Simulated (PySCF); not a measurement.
System: NiCl (doublet).

```yaml
atoms:
  - { symbol: Ni, position_ang: [0.0000, 0.0000, -0.7882] }
  - { symbol: Cl, position_ang: [0.0000, 0.0000, 1.3058] }
```

Theory: PBE0/def2-TZVPP, non-relativistic Hamiltonian with scalar-relativistic core potentials where named, at a bond length of 2.094 Å (PySCF).

**What can the converged electron density, electron localisation function and spin density tell about the bonding?**

Ni–Cl (2.09 Å): ρ at the midpoint is about 0.75 e/Å³; the ELF peaks at about 0.80 in the valence shell of Cl, 0.8 Å from its nucleus, and is about 0.40 at the midpoint.
The unpaired spin (1 electron) lies mostly on Ni1 (about 1.0), in electrons by Hirshfeld's partition.

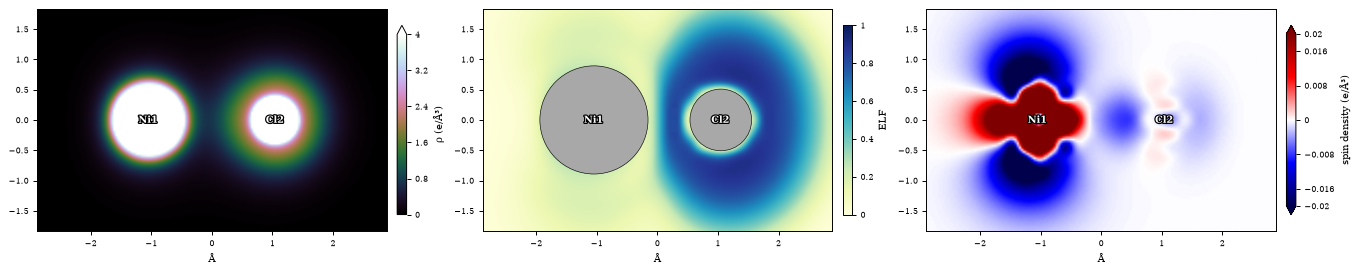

Computed electron density, electron localisation function and spin density on a plane that holds the molecular axis, in this order. Grey discs cover the atomic cores in the ELF map. 
